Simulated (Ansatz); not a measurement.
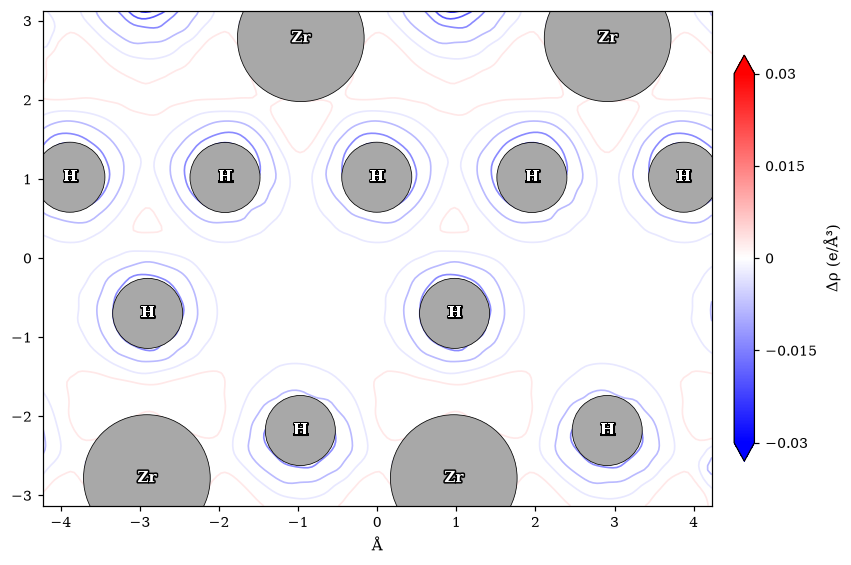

ZrH₄. Difference of the valence pseudo-densities of two functionals at the same geometry, on the (010) plane of the calculation cell: PBE less r2SCAN.

Both computed with Ansatz (plane waves, PAW), on the same k-point mesh. Grey discs cover the atomic cores.

### Where does the change of functional move the electrons?

Against r2SCAN, PBE gives more density around Zr (+0.005 e/Å³ on average at 1.2 Å from the nucleus), less density around H (−0.008 e/Å³ on average at 0.6 Å from the nucleus), less density in the space between the atoms (−0.003 e/Å³ on average) and a change of +0.005 e/Å³ at the midpoint of Zr–H.
